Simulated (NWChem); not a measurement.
# GaH$_{2}$ClF (charge −1): energy and gradient calculation (part 2 of 2)

Continued. System: GaH$_{2}$ClF, charge −1, SMILES [F][GaH2-][Cl]. Method: HF/3-21G, RHF (NWChem 7.3.0). The geometry comes from this level: GFN2-xTB.

Geometry of the input (Å):
```
F  -1.1981  0.1798  1.2765
Ga -0.0467  0.0636  -0.0966
Cl 1.6368  -1.1176  0.5012
H  -0.8092  -0.6495  -1.2629
H  0.4172  1.5237  -0.4182
```

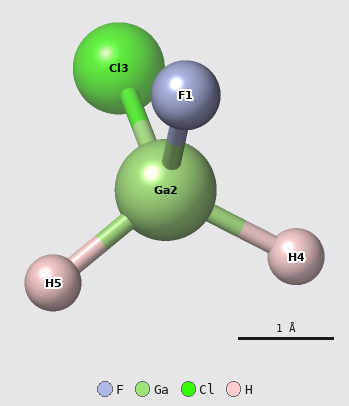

Figure 1. The input geometry (ball-and-stick view, seen at an oblique angle; atoms are numbered from 1 in the order of the input). Sticks mark near contacts.

**What the program printed, continued**
```
 Vector   19  Occ=2.000000D+00  E=-9.100899D-01
              MO Center= -5.2D-02,  6.0D-02, -8.0D-02, r^2= 2.5D-01
   Bfn.  Coefficient  Atom+Function         Bfn.  Coefficient  Atom+Function
  ----- ------------  ---------------      ----- ------------  ---------------
    30      0.597641  2 Ga d  1              28      0.535787  2 Ga d -1
    29     -0.427736  2 Ga d  0              31      0.378816  2 Ga d  2

 Vector   20  Occ=2.000000D+00  E=-9.066386D-01
              MO Center= -4.9D-02,  6.4D-02, -9.5D-02, r^2= 2.1D-01
   Bfn.  Coefficient  Atom+Function         Bfn.  Coefficient  Atom+Function
  ----- ------------  ---------------      ----- ------------  ---------------
    28      0.612725  2 Ga d -1              27     -0.521841  2 Ga d -2
    31     -0.433928  2 Ga d  2              29      0.384430  2 Ga d  0

 Vector   21  Occ=2.000000D+00  E=-9.048053D-01
              MO Center= -6.5D-02,  6.7D-02, -7.9D-02, r^2= 2.8D-01
   Bfn.  Coefficient  Atom+Function         Bfn.  Coefficient  Atom+Function
  ----- ------------  ---------------      ----- ------------  ---------------
    29      0.613235  2 Ga d  0              30      0.496831  2 Ga d  1
    28     -0.380487  2 Ga d -1              27     -0.337103  2 Ga d -2
    31      0.301002  2 Ga d  2

 Vector   22  Occ=2.000000D+00  E=-8.601502D-01
              MO Center=  1.2D+00, -7.9D-01,  3.3D-01, r^2= 1.5D+00
   Bfn.  Coefficient  Atom+Function         Bfn.  Coefficient  Atom+Function
  ----- ------------  ---------------      ----- ------------  ---------------
    37      0.512962  3 Cl s                 41      0.424322  3 Cl s
    33     -0.405765  3 Cl s                 27      0.355023  2 Ga d -2
    30      0.213929  2 Ga d  1              29      0.194544  2 Ga d  0

 Vector   23  Occ=2.000000D+00  E=-4.310827D-01
              MO Center= -2.4D-01, -1.2D-02,  3.8D-01, r^2= 3.2D+00
   Bfn.  Coefficient  Atom+Function         Bfn.  Coefficient  Atom+Function
  ----- ------------  ---------------      ----- ------------  ---------------
    19      0.394971  2 Ga s                  9     -0.258586  1 F  pz
     5     -0.233210  1 F  pz                 7      0.205530  1 F  px
    15      0.201932  2 Ga s                  3      0.183997  1 F  px
    38     -0.156850  3 Cl px

 Vector   24  Occ=2.000000D+00  E=-3.537824D-01
              MO Center= -1.0D+00,  1.5D-01,  1.1D+00, r^2= 1.2D+00
   Bfn.  Coefficient  Atom+Function         Bfn.  Coefficient  Atom+Function
  ----- ------------  ---------------      ----- ------------  ---------------
     8      0.463474  1 F  py                 4      0.400470  1 F  py
     7      0.261847  1 F  px                 3      0.226254  1 F  px
     9      0.180333  1 F  pz                 5      0.155817  1 F  pz

 Vector   25  Occ=2.000000D+00  E=-3.501035D-01
              MO Center= -9.4D-01,  9.3D-02,  1.1D+00, r^2= 1.5D+00
   Bfn.  Coefficient  Atom+Function         Bfn.  Coefficient  Atom+Function
  ----- ------------  ---------------      ----- ------------  ---------------
     7      0.336627  1 F  px                 9      0.326128  1 F  pz
     8     -0.317127  1 F  py                 3      0.287726  1 F  px
     5      0.279680  1 F  pz                 4     -0.271420  1 F  py

 Vector   26  Occ=2.000000D+00  E=-3.284595D-01
              MO Center= -6.5D-02, -2.0D-01,  6.2D-01, r^2= 3.6D+00
   Bfn.  Coefficient  Atom+Function         Bfn.  Coefficient  Atom+Function
  ----- ------------  ---------------      ----- ------------  ---------------
     9     -0.291136  1 F  pz                 7      0.284858  1 F  px
     5     -0.255595  1 F  pz                 3      0.248028  1 F  px
    40      0.201488  3 Cl pz                22      0.179627  2 Ga pz
    44      0.177200  3 Cl pz                20     -0.172031  2 Ga px
    39     -0.167965  3 Cl py                38      0.159130  3 Cl px

 Vector   27  Occ=2.000000D+00  E=-2.775627D-01
              MO Center=  1.2D+00, -8.2D-01,  4.0D-01, r^2= 2.6D+00
   Bfn.  Coefficient  Atom+Function         Bfn.  Coefficient  Atom+Function
  ----- ------------  ---------------      ----- ------------  ---------------
    39      0.422934  3 Cl py                43      0.392520  3 Cl py
    38      0.238182  3 Cl px                42      0.221070  3 Cl px
    35     -0.198199  3 Cl py                40      0.164217  3 Cl pz
    44      0.152403  3 Cl pz

 Vector   28  Occ=2.000000D+00  E=-2.698358D-01
              MO Center=  1.2D+00, -8.0D-01,  3.7D-01, r^2= 2.9D+00
   Bfn.  Coefficient  Atom+Function         Bfn.  Coefficient  Atom+Function
  ----- ------------  ---------------      ----- ------------  ---------------
    38      0.414845  3 Cl px                42      0.381590  3 Cl px
    40     -0.284264  3 Cl pz                44     -0.253275  3 Cl pz
    34     -0.194513  3 Cl px

 Vector   29  Occ=2.000000D+00  E=-2.502443D-01
              MO Center=  8.2D-01, -5.3D-01,  1.8D-01, r^2= 3.7D+00
   Bfn.  Coefficient  Atom+Function         Bfn.  Coefficient  Atom+Function
  ----- ------------  ---------------      ----- ------------  ---------------
    40      0.418199  3 Cl pz                44      0.401626  3 Cl pz
    46      0.209815  4 H  s                 48      0.209318  5 H  s
    36     -0.195988  3 Cl pz                39     -0.189669  3 Cl py
    43     -0.180482  3 Cl py                 9      0.168551  1 F  pz

 Vector   30  Occ=2.000000D+00  E=-2.050974D-01
              MO Center=  1.1D-01,  9.9D-02, -4.2D-01, r^2= 3.6D+00
   Bfn.  Coefficient  Atom+Function         Bfn.  Coefficient  Atom+Function
  ----- ------------  ---------------      ----- ------------  ---------------
    46      0.394183  4 H  s                 48     -0.394582  5 H  s
    39      0.219527  3 Cl py                43      0.219000  3 Cl py
    45      0.183471  4 H  s                 47     -0.183702  5 H  s
    21     -0.173312  2 Ga py

 Vector   31  Occ=0.000000D+00  E= 3.150293D-01
              MO Center= -4.0D-02,  1.5D-01, -3.2D-01, r^2= 7.1D+00
   Bfn.  Coefficient  Atom+Function         Bfn.  Coefficient  Atom+Function
  ----- ------------  ---------------      ----- ------------  ---------------
    24      1.160496  2 Ga px                41     -0.847398  3 Cl s
    25     -0.681921  2 Ga py                23      0.564675  2 Ga s
    42      0.198600  3 Cl px                43     -0.167450  3 Cl py
     6      0.162607  1 F  s

 Vector   32  Occ=0.000000D+00  E= 3.289928D-01
              MO Center= -1.0D-02,  1.5D-01, -3.8D-01, r^2= 7.1D+00
   Bfn.  Coefficient  Atom+Function         Bfn.  Coefficient  Atom+Function
  ----- ------------  ---------------      ----- ------------  ---------------
    26      1.240855  2 Ga pz                25     -0.384245  2 Ga py
    46      0.360210  4 H  s                 48      0.360858  5 H  s
     6     -0.337426  1 F  s                 23     -0.298125  2 Ga s
    19      0.248023  2 Ga s                 44     -0.212629  3 Cl pz
    24     -0.174921  2 Ga px                42      0.162826  3 Cl px

 Vector   33  Occ=0.000000D+00  E= 3.749310D-01
              MO Center= -1.2D-01, -2.5D-02,  2.3D-01, r^2= 8.1D+00
   Bfn.  Coefficient  Atom+Function         Bfn.  Coefficient  Atom+Function
  ----- ------------  ---------------      ----- ------------  ---------------
    25      1.325179  2 Ga py                24      0.748732  2 Ga px
    46      0.631073  4 H  s                 48     -0.628984  5 H  s
    26      0.516041  2 Ga pz                21     -0.264670  2 Ga py
    43     -0.227434  3 Cl py

 Vector   34  Occ=0.000000D+00  E= 3.972908D-01
              MO Center= -4.6D-01,  3.0D-01, -8.7D-02, r^2= 6.4D+00
   Bfn.  Coefficient  Atom+Function         Bfn.  Coefficient  Atom+Function
  ----- ------------  ---------------      ----- ------------  ---------------
    23      2.202489  2 Ga s                 19     -0.742957  2 Ga s
    46     -0.653648  4 H  s                 48     -0.655460  5 H  s
    41     -0.413077  3 Cl s                  6     -0.384543  1 F  s
    42      0.185607  3 Cl px

 Vector   35  Occ=0.000000D+00  E= 4.908519D-01
              MO Center=  1.7D-01,  8.8D-02, -4.7D-01, r^2= 3.1D+00
   Bfn.  Coefficient  Atom+Function         Bfn.  Coefficient  Atom+Function
  ----- ------------  ---------------      ----- ------------  ---------------
    19      1.444183  2 Ga s                 46     -0.736846  4 H  s
    48     -0.736159  5 H  s                 22     -0.402116  2 Ga pz
    20      0.313770  2 Ga px                24     -0.252854  2 Ga px
    25      0.212500  2 Ga py                42      0.199657  3 Cl px
    15      0.192035  2 Ga s                 26     -0.179946  2 Ga pz

 Vector   36  Occ=0.000000D+00  E= 5.707484D-01
              MO Center= -6.6D-02,  1.4D-01, -2.6D-01, r^2= 3.1D+00
   Bfn.  Coefficient  Atom+Function         Bfn.  Coefficient  Atom+Function
  ----- ------------  ---------------      ----- ------------  ---------------
    21      1.228902  2 Ga py                46      0.832655  4 H  s
    48     -0.836666  5 H  s                 20      0.688027  2 Ga px
    22      0.471707  2 Ga pz                17     -0.267736  2 Ga py

 Vector   37  Occ=0.000000D+00  E= 5.802407D-01
              MO Center=  1.1D-01, -7.3D-02,  2.3D-02, r^2= 3.6D+00
   Bfn.  Coefficient  Atom+Function         Bfn.  Coefficient  Atom+Function
  ----- ------------  ---------------      ----- ------------  ---------------
    22      1.018544  2 Ga pz                21     -0.868401  2 Ga py
    20      0.851432  2 Ga px                23     -0.458723  2 Ga s
    42      0.435976  3 Cl px                46      0.412495  4 H  s
    48      0.405086  5 H  s                 26     -0.388645  2 Ga pz
    24     -0.377381  2 Ga px                25      0.363809  2 Ga py

 Vector   38  Occ=0.000000D+00  E= 6.469597D-01
              MO Center= -3.5D-01,  1.3D-01,  1.6D-01, r^2= 3.2D+00
   Bfn.  Coefficient  Atom+Function         Bfn.  Coefficient  Atom+Function
  ----- ------------  ---------------      ----- ------------  ---------------
    20      1.126873  2 Ga px                22     -0.937875  2 Ga pz
    24     -0.566611  2 Ga px                26      0.555295  2 Ga pz
    19     -0.527425  2 Ga s                  9     -0.361187  1 F  pz
    23      0.316548  2 Ga s                  7      0.283348  1 F  px
    21     -0.271462  2 Ga py                16     -0.253049  2 Ga px

 Vector   39  Occ=0.000000D+00  E= 9.750292D-01
              MO Center=  2.1D+00, -1.4D+00,  6.8D-01, r^2= 1.9D+00
   Bfn.  Coefficient  Atom+Function         Bfn.  Coefficient  Atom+Function
  ----- ------------  ---------------      ----- ------------  ---------------
    41     -1.426445  3 Cl s                 37      1.302193  3 Cl s
    38      0.709432  3 Cl px                42     -0.646165  3 Cl px
    39     -0.510466  3 Cl py                43      0.465212  3 Cl py
    23      0.365958  2 Ga s                 33     -0.286960  3 Cl s
    40      0.283478  3 Cl pz                44     -0.258904  3 Cl pz

 Vector   40  Occ=0.000000D+00  E= 1.035203D+00
              MO Center=  1.6D+00, -1.1D+00,  4.8D-01, r^2= 2.4D+00
   Bfn.  Coefficient  Atom+Function         Bfn.  Coefficient  Atom+Function
  ----- ------------  ---------------      ----- ------------  ---------------
    44     -1.160305  3 Cl pz                40      1.123964  3 Cl pz
    42      0.548862  3 Cl px                38     -0.537231  3 Cl px
    36     -0.318713  3 Cl pz                26      0.272194  2 Ga pz
    34      0.152566  3 Cl px

 center of mass
 --------------
 x =   0.46685539 y =  -0.45990767 z =   0.50570013

 moments of inertia (a.u.)
 ------------------
         261.244110549036         212.789528962048          26.645658224016
         212.789528962048         526.881188711521          26.173204720776
          26.645658224016          26.173204720776         550.871539920861

  Mulliken analysis of the total density
  --------------------------------------

    Atom       Charge   Shell Charges
 -----------   ------   -------------------------------------------------------
    1 F    9     9.58   1.98  0.43  2.46  1.54  3.16
    2 Ga  31    30.08   2.00  2.00  6.00  1.99  5.96  0.65  1.10  0.20  0.23  9.95
    3 Cl  17    17.67   2.00  1.96  5.91  1.08  3.03  0.96  2.75
    4 H    1     1.33   0.41  0.92
    5 H    1     1.33   0.41  0.92

       Multipole analysis of the density wrt the origin
       ------------------------------------------------

     L   x y z        total         open         nuclear
     -   - - -        -----         ----         -------
     0   0 0 0     -1.000000      0.000000     59.000000

     1   1 0 0     -0.439488      0.000000     28.727426
     1   0 1 0      0.557922      0.000000    -27.466525
     1   0 0 1     -0.800912      0.000000     28.976151

     2   2 0 0    -36.845599      0.000000    211.986716
     2   1 1 0      3.032655      0.000000   -114.161816
     2   1 0 1      0.174072      0.000000      4.174466
     2   0 2 0    -33.246329      0.000000     87.110324
     2   0 1 1      0.492838      0.000000    -26.652029
     2   0 0 2    -32.868093      0.000000     74.965793

                              NWChem Gradients Module
                              -----------------------

                                      ClFGaH2

  wavefunction    =   RHF

                         RHF ENERGY GRADIENTS

    atom               coordinates                        gradient
                 x          y          z           x          y          z
   1 F      -2.264100   0.339829   2.412141   -0.019097   0.003866   0.017823
   2 Ga     -0.088345   0.120205  -0.182472    0.070884  -0.033368  -0.017200
   3 Cl      3.093160  -2.111958   0.947074   -0.047141   0.033066  -0.016646
   4 H      -1.529072  -1.227377  -2.386440    0.003999   0.009437   0.012369
   5 H       0.788356   2.879300  -0.790302   -0.008645  -0.013002   0.003654

                 ----------------------------------------
                 |  Time  |  1-e(secs)   |  2-e(secs)   |
                 ----------------------------------------
                 |  CPU   |       0.00   |       0.68   |
                 ----------------------------------------
                 |  WALL  |       0.00   |       0.68   |
                 ----------------------------------------

 Task  times  cpu:        2.2s     wall:        2.2s
 Total times  cpu:        2.2s     wall:        2.2s
```

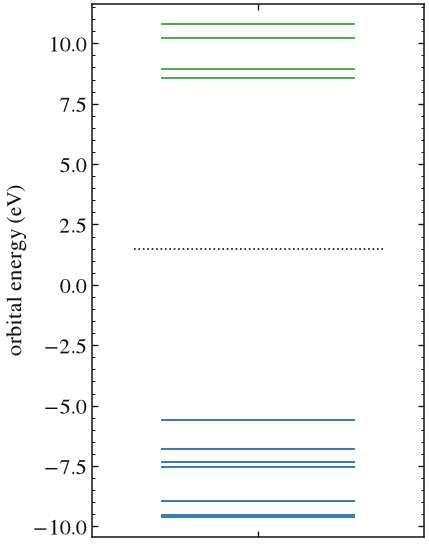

Figure 2. Orbital energies near the frontier; the dotted line parts filled from empty levels, and levels within 0.02 eV of each other stand side by side. Highest filled −5.58 eV, lowest empty 8.57 eV, 14.15 eV apart.

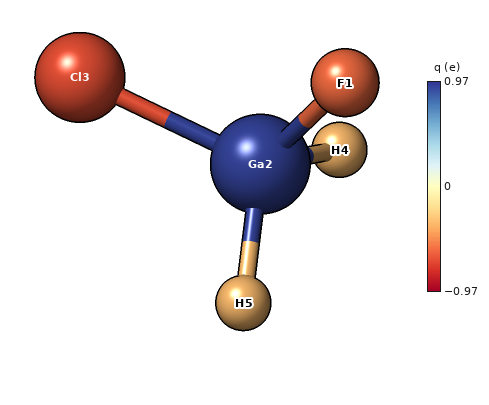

Figure 3. Mulliken charges, as the colour of each atom (ball-and-stick view, seen at a tilt; atoms are numbered from 1 in the order of the input). By element: F −0.58, Ga +0.92, Cl −0.67 and H −0.33 e.

**Summary**

```tsv
quantity	value
outcome	converged
total energy	−2471.353230 hartree
basis functions	48
largest force	4.125 eV/Å
HOMO	−5.58 eV
LUMO	8.57 eV
wall time	2.7 s
peak memory	0.1 GiB
```
